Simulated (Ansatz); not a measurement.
# CH₇NSi₂: geometry and vibrations

What shape does CH₇NSi₂ take? The plan is to relax it, then compute its harmonic vibrations to see whether it is a minimum and to get the zero-point energy and entropy.

Method: RKS PBE0-D4/def2-TZVP; program: Ansatz 0.2.0, Gaussian basis.

Plan: relaxation at PBE-D4/def2-SVP; relaxation at PBE0-D4/def2-TZVP; harmonic vibrations at the same level.

1 further run of the same task is left out (set aside as unsound or not needed).

## (1) The starting structure

SMILES `C1[SiH2]N[SiH2]1`, 11 atoms, charge 0, spin multiplicity 1.

Atoms are counted from 1 here; the program's logs count them from 0.

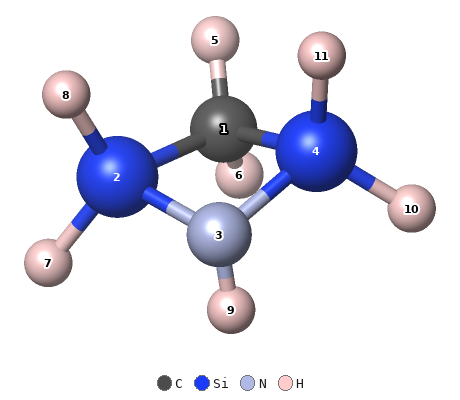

As it starts; carbon dark grey, silicon blue, nitrogen light blue, hydrogen pink; atoms are numbered from 1 in the order of the file.

The start is a force-field geometry with small random shifts, so a cheaper pass at PBE-D4/def2-SVP comes first.

## (2) Optimising with PBE-D4/def2-SVP (cheap first pass)

Contents of in.yaml:

```yaml
crystal:
  periodic: [false, false, false]
  atoms:
    - {symbol: C, position_ang: [-0.967800, -0.340800, -0.512800]}
    - {symbol: Si, position_ang: [-0.344100, -0.075600, 1.227600]}
    - {symbol: N, position_ang: [1.188800, 0.016300, 0.528700]}
    - {symbol: Si, position_ang: [0.703900, 0.530000, -0.981800]}
    - {symbol: H, position_ang: [-1.909900, 0.271400, -0.782000]}
    - {symbol: H, position_ang: [-1.114000, -1.318600, -0.847500]}
    - {symbol: H, position_ang: [-0.395000, -1.279300, 2.077300]}
    - {symbol: H, position_ang: [-0.652600, 1.231500, 1.861400]}
    - {symbol: H, position_ang: [1.587500, -0.911900, 0.490700]}
    - {symbol: H, position_ang: [1.388100, -0.177100, -2.014500]}
    - {symbol: H, position_ang: [0.580600, 1.997000, -1.026500]}
basis:
  gaussian: {orbitals: def2-SVP}
hamiltonian: {xc: pbe, dispersion: d4}
relax: {f_tol: 0.03, max_steps: 200}
```

On the command line:

```bash
$ ansatz run in.yaml --threads 2 --pin off --events-out ev --progress --plain --max-ram 4352MiB
```

The log of the run:

```text
Functional definition: PBE
  name "PBE"
  cite "Perdew, Burke & Ernzerhof, Phys. Rev. Lett. 77, 3865 (1996) doi:10.1103/PhysRevLett.77.3865"
  parent pbe
  parameter kappa = 0.804
  parameter beta = 0.06672455060314922
  exchange = pbe_x(kappa = kappa, mu = beta*pi^2/3)
  correlation = pbe_c(beta = beta)
1128 factors; their error is unknown
mean field evaluation 1: about -18362.1717 eV, gradient 8.1e1 eV
mean field evaluation 2: about -18284.2182 eV, gradient 1.6e2 eV
mean field evaluation 4: about -18376.1556 eV, gradient 2.0e1 eV
mean field evaluation 8: about -18377.1449 eV, gradient 1.4e-1 eV
mean field evaluation 16: about -18377.0629 eV, gradient 1.4e-4 eV
mean field -18377.06291408 eV, -675.3446056719 hartree, gradient 4.2e-5 eV, S^2 0.000000; 0 other end points of the search recorded, 0 dependent functions left out
the calculation of the forces begins
reference -18377.06295002 eV, -675.3446069925 hartree; 24, 24 occupied and 75, 75 virtual orbitals, 1128 factors
relax step   1: F+E_penalty+E_count = -18377.33196617 eV  Δ(F+E_penalty+E_count) = +0.000e0 eV  max|allowed force component| = 4.537e0 eV/Å  Δτ_max = 0.0000 Å  (26 SCF iters, accepted)
these checks for a lower state are left out or cut short: starts, cluster_reference, orbital_swaps, neighbouring_geometries, increment
1128 factors; their error is unknown
mean field -18378.00790618 eV, -675.3793334908 hartree, gradient 7.7e-6 eV, S^2 0.000000; 0 other end points of the search recorded, 0 dependent functions left out
the calculation of the forces begins
reference -18378.00794379 eV, -675.3793348730 hartree; 24, 24 occupied and 75, 75 virtual orbitals, 1128 factors
relax step   2: F+E_penalty+E_count = -18378.27234217 eV  Δ(F+E_penalty+E_count) = -9.404e-1 eV  max|allowed force component| = 1.687e0 eV/Å  Δτ_max = 0.1947 Å  (28 SCF iters, accepted)
these checks for a lower state are left out or cut short: starts, cluster_reference, orbital_swaps, neighbouring_geometries, increment
1128 factors; their error is unknown
mean field evaluation 32: about -18378.2241 eV, gradient 1.7e-5 eV
mean field -18378.22414061 eV, -675.3872799597 hartree, gradient 1.7e-5 eV, S^2 0.000000; 0 other end points of the search recorded, 0 dependent functions left out
the calculation of the forces begins
reference -18378.22417873 eV, -675.3872813606 hartree; 24, 24 occupied and 75, 75 virtual orbitals, 1128 factors
relax step   3: F+E_penalty+E_count = -18378.48684046 eV  Δ(F+E_penalty+E_count) = -2.145e-1 eV  max|allowed force component| = 8.663e-1 eV/Å  Δτ_max = 0.2000 Å  (27 SCF iters, accepted)
these checks for a lower state are left out or cut short: starts, cluster_reference, orbital_swaps, neighbouring_geometries, increment
1128 factors; their error is unknown
mean field -18378.35508941 eV, -675.3920922393 hartree, gradient 1.6e-5 eV, S^2 0.000000; 0 other end points of the search recorded, 0 dependent functions left out
the calculation of the forces begins
reference -18378.35512822 eV, -675.3920936657 hartree; 24, 24 occupied and 75, 75 virtual orbitals, 1128 factors
relax step   4: F+E_penalty+E_count = -18378.61551985 eV  Δ(F+E_penalty+E_count) = -1.287e-1 eV  max|allowed force component| = 9.522e-1 eV/Å  Δτ_max = 0.1946 Å  (27 SCF iters, accepted)
these checks for a lower state are left out or cut short: starts, cluster_reference, orbital_swaps, neighbouring_geometries, increment
1128 factors; their error is unknown
mean field -18378.48131802 eV, -675.3967310553 hartree, gradient 1.2e-5 eV, S^2 0.000000; 0 other end points of the search recorded, 0 dependent functions left out
the calculation of the forces begins
reference -18378.48135719 eV, -675.3967324946 hartree; 24, 24 occupied and 75, 75 virtual orbitals, 1128 factors
relax step   5: F+E_penalty+E_count = -18378.74116339 eV  Δ(F+E_penalty+E_count) = -1.256e-1 eV  max|allowed force component| = 6.379e-1 eV/Å  Δτ_max = 0.2000 Å  (27 SCF iters, accepted)
these checks for a lower state are left out or cut short: starts, cluster_reference, orbital_swaps, neighbouring_geometries, increment
1128 factors; their error is unknown
mean field -18378.58011500 eV, -675.4003617774 hartree, gradient 1.8e-5 eV, S^2 0.000000; 0 other end points of the search recorded, 0 dependent functions left out
the calculation of the forces begins
reference -18378.58015468 eV, -675.4003632355 hartree; 24, 24 occupied and 75, 75 virtual orbitals, 1128 factors
relax step   6: F+E_penalty+E_count = -18378.83977183 eV  Δ(F+E_penalty+E_count) = -9.861e-2 eV  max|allowed force component| = 5.168e-1 eV/Å  Δτ_max = 0.2000 Å  (27 SCF iters, accepted)
these checks for a lower state are left out or cut short: starts, cluster_reference, orbital_swaps, neighbouring_geometries, increment
1128 factors; their error is unknown
mean field -18378.64768619 eV, -675.4028449728 hartree, gradient 1.3e-5 eV, S^2 0.000000; 0 other end points of the search recorded, 0 dependent functions left out
the calculation of the forces begins
reference -18378.64772611 eV, -675.4028464398 hartree; 24, 24 occupied and 75, 75 virtual orbitals, 1128 factors
relax step   7: F+E_penalty+E_count = -18378.90726956 eV  Δ(F+E_penalty+E_count) = -6.750e-2 eV  max|allowed force component| = 4.024e-1 eV/Å  Δτ_max = 0.2000 Å  (27 SCF iters, accepted)
these checks for a lower state are left out or cut short: starts, cluster_reference, orbital_swaps, neighbouring_geometries, increment
1128 factors; their error is unknown
mean field evaluation 64: about -18378.6726 eV, gradient 2.6e-4 eV
mean field -18378.67259230 eV, -675.4037602553 hartree, gradient 1.2e-5 eV, S^2 0.000000; 0 other end points of the search recorded, 0 dependent functions left out
the calculation of the forces begins
reference -18378.67263219 eV, -675.4037617212 hartree; 24, 24 occupied and 75, 75 virtual orbitals, 1128 factors
relax step   8: F+E_penalty+E_count = -18378.93183611 eV  Δ(F+E_penalty+E_count) = -2.457e-2 eV  max|allowed force component| = 4.474e-1 eV/Å  Δτ_max = 0.2000 Å  (27 SCF iters, accepted)
these checks for a lower state are left out or cut short: starts, cluster_reference, orbital_swaps, neighbouring_geometries, increment
1128 factors; their error is unknown
mean field -18378.68112389 eV, -675.4040737856 hartree, gradient 9.7e-6 eV, S^2 0.000000; 0 other end points of the search recorded, 0 dependent functions left out
the calculation of the forces begins
reference -18378.68116376 eV, -675.4040752506 hartree; 24, 24 occupied and 75, 75 virtual orbitals, 1128 factors
relax step   9: F+E_penalty+E_count = -18378.94082621 eV  Δ(F+E_penalty+E_count) = -8.990e-3 eV  max|allowed force component| = 2.674e-2 eV/Å  Δτ_max = 0.0576 Å  (30 SCF iters, accepted)
1128 factors; their error is unknown
mean field -18378.68112389 eV, -675.4040737856 hartree, gradient 1.0e-5 eV, S^2 0.000000; 1 other end points of the search recorded, 0 dependent functions left out
the calculation of the forces begins
reference -18378.68116376 eV, -675.4040752506 hartree; 24, 24 occupied and 75, 75 virtual orbitals, 1128 factors
Total energy: -18378.94086608 eV, -675.4136191348 hartree
Atom 0 at    -1.088431    -0.103747    -0.509482 Å, force    -0.026736     0.001808    -0.012113 eV/Å
Atom 1 at    -0.353940    -0.298896     1.239653 Å, force     0.014238     0.021887    -0.010781 eV/Å
Atom 2 at     1.232926     0.076947     0.567464 Å, force     0.005132     0.002099     0.007842 eV/Å
Atom 3 at     0.677593     0.324832    -1.087993 Å, force     0.001740    -0.015130     0.015648 eV/Å
Atom 4 at    -1.831274     0.709556    -0.626292 Å, force    -0.011033    -0.016060     0.006046 eV/Å
Atom 5 at    -1.501729    -1.038478    -0.937613 Å, force    -0.009687     0.019613    -0.014182 eV/Å
Atom 6 at    -0.481947    -1.676201     1.843650 Å, force     0.003943    -0.003091     0.008866 eV/Å
Atom 7 at    -0.865746     0.689544     2.260291 Å, force     0.004873    -0.011463     0.007616 eV/Å
Atom 8 at     2.156342     0.148427     0.995891 Å, force    -0.001643     0.004414     0.000280 eV/Å
Atom 9 at     1.269303    -0.617531    -2.107937 Å, force     0.012739     0.003434    -0.004071 eV/Å
Atom 10 at     0.852403     1.728447    -1.617030 Å, force     0.006433    -0.007511    -0.005151 eV/Å
Dipole moment:     0.074613     0.002105     0.033788 e Å
```

Run time: 18 s. Hardware: 2 threads of Arm Neoverse V2, shared host.

Relaxation path:

| step | energy from step 1 (eV) | largest force component (eV/Å) |
| --- | --- | --- |
| 1 | 0.0000 | 4.5375 |
| 2 | -0.9404 | 1.6866 |
| 3 | -1.1549 | 0.8663 |
| 4 | -1.2836 | 0.9522 |
| 5 | -1.4092 | 0.6379 |
| 6 | -1.5078 | 0.5168 |
| 7 | -1.5753 | 0.4024 |
| 8 | -1.5999 | 0.4474 |
| 9 | -1.6089 | 0.0267 |

Close pairs (by a distance rule), those that changed most:

| bond | before (Å) | after (Å) | change (Å) |
| --- | --- | --- | --- |
| N3–Si4 | 1.668 | 1.764 | +0.096 |
| Si4–H10 | 1.426 | 1.509 | +0.083 |
| Si2–N3 | 1.687 | 1.764 | +0.077 |
| C1–H6 | 1.044 | 1.108 | +0.064 |
| C1–H5 | 1.155 | 1.108 | -0.048 |
| C1–Si2 | 1.868 | 1.907 | +0.039 |
| Si4–H11 | 1.473 | 1.510 | +0.037 |
| C1–Si4 | 1.942 | 1.907 | -0.035 |

## (3) Geometry optimisation, PBE0-D4/def2-TZVP

Contents of in.yaml:

```yaml
crystal:
  periodic: [false, false, false]
  atoms:
    - {symbol: C, position_ang: [-1.088431, -0.103747, -0.509482]}
    - {symbol: Si, position_ang: [-0.353940, -0.298896, 1.239653]}
    - {symbol: N, position_ang: [1.232926, 0.076947, 0.567464]}
    - {symbol: Si, position_ang: [0.677593, 0.324832, -1.087993]}
    - {symbol: H, position_ang: [-1.831274, 0.709556, -0.626292]}
    - {symbol: H, position_ang: [-1.501729, -1.038478, -0.937613]}
    - {symbol: H, position_ang: [-0.481947, -1.676201, 1.843650]}
    - {symbol: H, position_ang: [-0.865746, 0.689544, 2.260291]}
    - {symbol: H, position_ang: [2.156342, 0.148427, 0.995891]}
    - {symbol: H, position_ang: [1.269303, -0.617531, -2.107937]}
    - {symbol: H, position_ang: [0.852403, 1.728447, -1.617030]}
basis:
  gaussian: {orbitals: def2-TZVP}
hamiltonian: {xc: pbe0, dispersion: d4}
relax: {f_tol: 0.005, max_steps: 150}
```

Same command.

The log of the run, shortened:

```text
Functional definition: PBE0
  name "PBE0"
  cite "Adamo & Barone, J. Chem. Phys. 110, 6158 (1999) doi:10.1063/1.478522"
  cite "Perdew, Burke & Ernzerhof, Phys. Rev. Lett. 77, 3865 (1996) doi:10.1103/PhysRevLett.77.3865"
  parent pbe
[...]
1179 factors; their error is unknown
[...]
mean field -18389.34994452 eV, -675.7961457121 hartree, gradient 2.4e-5 eV, S^2 0.000000; 0 other end points of the search recorded, 0 dependent functions left out
[...]
reference -18389.34997857 eV, -675.7961469634 hartree; 24, 24 occupied and 154, 154 virtual orbitals, 1179 factors
relax step   1: F+E_penalty+E_count = -18389.56826754 eV  Δ(F+E_penalty+E_count) = +0.000e0 eV  max|allowed force component| = 6.557e-1 eV/Å  Δτ_max = 0.0000 Å  (26 SCF iters, accepted)
[...]
Atom 1 at    -0.346369    -0.297650     1.215571 Å, force     0.001192    -0.001188     0.000667 eV/Å
Atom 2 at     1.209324     0.097159     0.562566 Å, force     0.000236     0.000216     0.000067 eV/Å
Atom 3 at     0.665858     0.313564    -1.068473 Å, force     0.001529    -0.001041    -0.000073 eV/Å
Atom 4 at    -1.806161     0.714078    -0.608721 Å, force    -0.000528     0.000155    -0.000216 eV/Å
Atom 5 at    -1.507417    -1.006657    -0.936815 Å, force     0.000313     0.000046     0.000175 eV/Å
Atom 6 at    -0.447354    -1.665212     1.800074 Å, force    -0.000528    -0.000242     0.000041 eV/Å
Atom 7 at    -0.850944     0.657133     2.243132 Å, force    -0.000560     0.000234    -0.000479 eV/Å
Atom 8 at     2.116815     0.173730     0.985214 Å, force    -0.000097     0.000400     0.000131 eV/Å
Atom 9 at     1.260540    -0.633945    -2.053690 Å, force    -0.000318    -0.000079    -0.000487 eV/Å
Atom 10 at     0.857266     1.688594    -1.611372 Å, force    -0.000755     0.000137    -0.000000 eV/Å
Dipole moment:     0.072124     0.006112     0.033597 e Å
```

It took 37 s on 2 threads of Arm Neoverse V2, shared host; peak memory 0.43 GiB.

Along the way:

| step | energy from step 1 (eV) | largest force component (eV/Å) |
| --- | --- | --- |
| 1 | 0.0000 | 0.6557 |
| 2 | -0.0555 | 0.4032 |
| 3 | -0.0656 | 0.0314 |
| 4 | -0.0658 | 0.0110 |
| 5 | -0.0659 | 0.0012 |
| 6 | -0.0659 | 0.0014 |
| 7 | -0.0659 | 0.0015 |

The force was under the threshold of 0.005 eV/Å already at step 5, but the program went on to step 7.

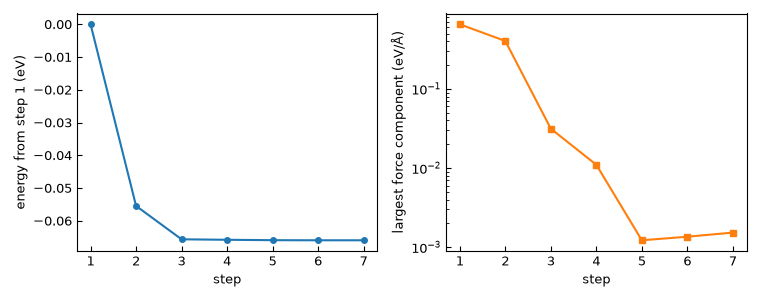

Energy and force, step by step.

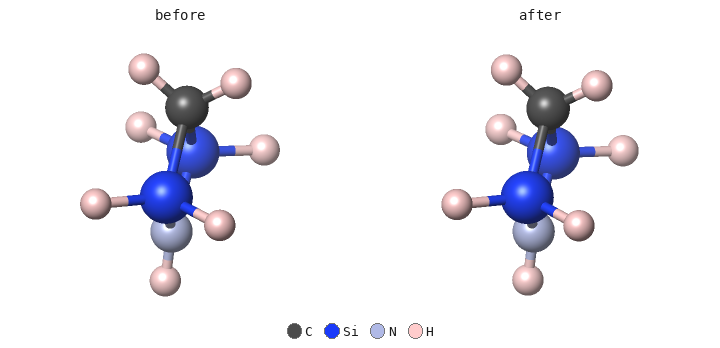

The geometry before (left) and after (right).

Close pairs (by a distance rule), those that changed most:

| bond | before (Å) | after (Å) | change (Å) |
| --- | --- | --- | --- |
| Si2–N3 | 1.764 | 1.733 | -0.031 |
| N3–Si4 | 1.764 | 1.733 | -0.031 |
| C1–Si4 | 1.907 | 1.885 | -0.022 |
| C1–Si2 | 1.907 | 1.885 | -0.022 |
| Si2–H8 | 1.510 | 1.491 | -0.020 |
| Si4–H11 | 1.510 | 1.491 | -0.019 |
| Si4–H10 | 1.509 | 1.491 | -0.019 |
| Si2–H7 | 1.509 | 1.491 | -0.019 |

Mulliken charges at the end point, from the run's report:

| atom | value (e) |
| --- | --- |
| C1 | -0.49 |
| Si2 | 0.36 |
| N3 | -0.54 |
| Si4 | 0.36 |
| H5 | 0.14 |
| H6 | 0.14 |
| H7 | -0.04 |
| H8 | -0.04 |
| H9 | 0.21 |
| H10 | -0.04 |
| H11 | -0.04 |

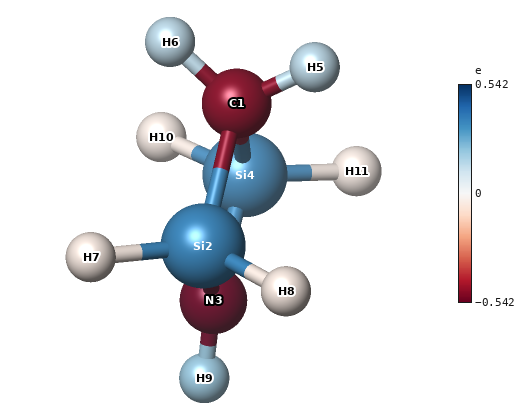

Mulliken charges at the end point, from the run's report, as colours on the atoms.

## (4) Vibrations by finite differences

Contents of in.yaml:

```yaml
crystal:
  periodic: [false, false, false]
  atoms:
    - {symbol: C, position_ang: [-1.086057, -0.097894, -0.506884]}
    - {symbol: Si, position_ang: [-0.346369, -0.297650, 1.215571]}
    - {symbol: N, position_ang: [1.209324, 0.097159, 0.562566]}
    - {symbol: Si, position_ang: [0.665858, 0.313564, -1.068473]}
    - {symbol: H, position_ang: [-1.806161, 0.714078, -0.608721]}
    - {symbol: H, position_ang: [-1.507417, -1.006657, -0.936815]}
    - {symbol: H, position_ang: [-0.447354, -1.665212, 1.800074]}
    - {symbol: H, position_ang: [-0.850944, 0.657133, 2.243132]}
    - {symbol: H, position_ang: [2.116815, 0.173730, 0.985214]}
    - {symbol: H, position_ang: [1.260540, -0.633945, -2.053690]}
    - {symbol: H, position_ang: [0.857266, 1.688594, -1.611372]}
basis:
  gaussian: {orbitals: def2-TZVP}
hamiltonian: {xc: pbe0, dispersion: d4}
phonons: {temperatures: {t_min: 298.15, t_max: 900, t_step: 200}}
```

The command is unchanged.

The log of the run, shortened:

```text
Functional definition: PBE0
  name "PBE0"
  cite "Adamo & Barone, J. Chem. Phys. 110, 6158 (1999) doi:10.1063/1.478522"
  cite "Perdew, Burke & Ernzerhof, Phys. Rev. Lett. 77, 3865 (1996) doi:10.1103/PhysRevLett.77.3865"
  parent pbe
[...]
1179 factors; their error is unknown
[...]
mean field -18389.41410926 eV, -675.7985037228 hartree, gradient 2.0e-5 eV, S^2 0.000000; 0 other end points of the search recorded, 0 dependent functions left out
[...]
reference -18389.41414296 eV, -675.7985049613 hartree; 24, 24 occupied and 154, 154 virtual orbitals, 1179 factors
[...]
1179 factors; their error is unknown
mean field -18389.41395149 eV, -675.7984979248 hartree, gradient 2.8e-6 eV, S^2 0.000000; 0 other end points of the search recorded, 0 dependent functions left out
[...]
reference -18389.41398519 eV, -675.7984991633 hartree; 24, 24 occupied and 154, 154 virtual orbitals, 1179 factors
[...]
Atom 4 at    -1.806161     0.714078    -0.608721 Å, force    -0.000525     0.000149    -0.000214 eV/Å
Atom 5 at    -1.507417    -1.006657    -0.936815 Å, force     0.000307     0.000035     0.000170 eV/Å
Atom 6 at    -0.447354    -1.665212     1.800074 Å, force    -0.000528    -0.000239     0.000042 eV/Å
Atom 7 at    -0.850944     0.657133     2.243132 Å, force    -0.000561     0.000236    -0.000479 eV/Å
Atom 8 at     2.116815     0.173730     0.985214 Å, force    -0.000101     0.000399     0.000128 eV/Å
Atom 9 at     1.260540    -0.633945    -2.053690 Å, force    -0.000315    -0.000077    -0.000490 eV/Å
Atom 10 at     0.857266     1.688594    -1.611372 Å, force    -0.000755     0.000143    -0.000004 eV/Å
Dipole moment:     0.072124     0.006113     0.033597 e Å
Vibrations: 118.95 407.19 469.44 506.62 509.26 641.28 676.38 681.86 699.02 747.27 772.22 830.85 837.23 941.25 951.92 962.56 991.87 1013.43 1078.65 1396.65 2190.17 2191.85 2193.40 2203.62 3107.53 3166.59 3685.70 cm⁻¹, zero-point energy 2.106043 eV
```

Run time: 3.6 min. Hardware: 2 threads of Arm Neoverse V2, shared host; peak memory 0.43 GiB.

Motions are named by where the mode's potential energy lies. The modes, unscaled (a negative number is an imaginary wavenumber):

| mode | cm⁻¹ | motion |
| --- | --- | --- |
| 1 | 119 | torsion |
| 2 | 407 | torsion |
| 3 | 469 | bend |
| 4 | 507 | torsion |
| 5 | 509 | torsion |
| 6 | 641 | Si–C stretch |
| 7 | 676 | torsion with bend |
| 8 | 682 | torsion with bend |
| 9 | 699 | bend with Si–C stretch |
| 10 | 747 | torsion with bend |
| 11 | 772 | torsion with bend |
| 12 | 831 | Si–N and Si–C stretch |
| 13 | 837 | Si–N stretch with bend |
| 14 | 941 | torsion with bend |
| 15 | 952 | torsion with bend |
| 16 | 963 | torsion with bend |
| 17 | 992 | torsion with bend |
| 18 | 1013 | torsion with bend |
| 19 | 1079 | bend |
| 20 | 1397 | bend |
| 21 | 2190 | Si–H stretch |
| 22 | 2192 | Si–H stretch |
| 23 | 2193 | Si–H stretch |
| 24 | 2204 | Si–H stretch |
| 25 | 3108 | C–H stretch |
| 26 | 3167 | C–H stretch |
| 27 | 3686 | N–H stretch |

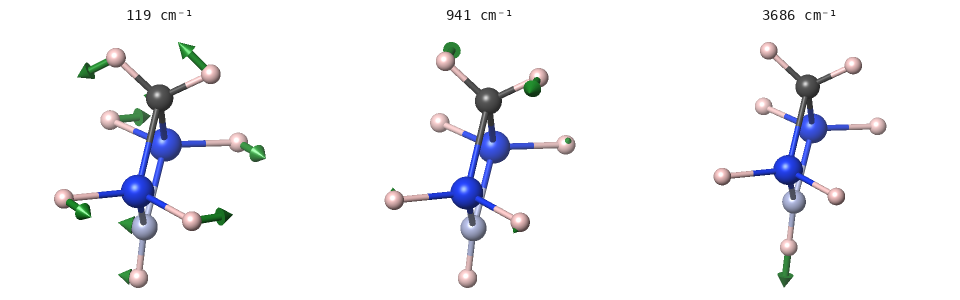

How the atoms move in 3 of the modes.

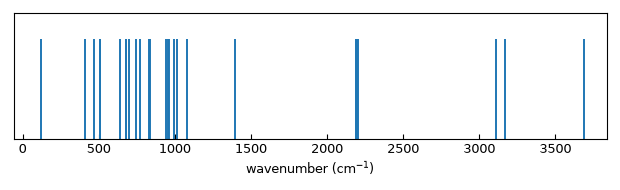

The harmonic wavenumbers as sticks (no intensities were computed).

Ideal gas, rigid rotor and harmonic oscillator at 298.15 K and 1 bar, with symmetry number 2:

| term | value |
| --- | --- |
| zero-point energy | 203.2 kJ/mol |
| H(298) − E | 220.3 kJ/mol |
| entropy, translation | 164.9 J/(mol K) |
| entropy, rotation | 101.1 J/(mol K) |
| entropy, vibration | 37.2 J/(mol K) |
| entropy, total | 303.1 J/(mol K) |

## (5) Summary of results

| quantity | value |
| --- | --- |
| point group | C2v |
| steps | 9 + 7 |
| shift from the start (rms) | 0.592 Å |
| total energy | -18389.6342 eV |
| dispersion term | -220 meV |
| dipole moment | 0.38 D |
| lowest, highest wavenumber | 119, 3686 cm⁻¹ |
| zero-point energy | 203.2 kJ/mol |
| entropy at 298.15 K | 303.1 J/(mol K) |

**Reading.** The relaxed geometry lies 0.59 Å (rms) from the start; the bond that changed most is C1–H5, from 1.155 to 1.090 Å. No mode is imaginary: a true minimum at this level. The stiffest mode, 3686 cm⁻¹, is an N–H stretch. Harmonic hybrid wavenumbers usually lie a few per cent above measured fundamentals. The largest Mulliken charge, -0.54 e, sits on N3.
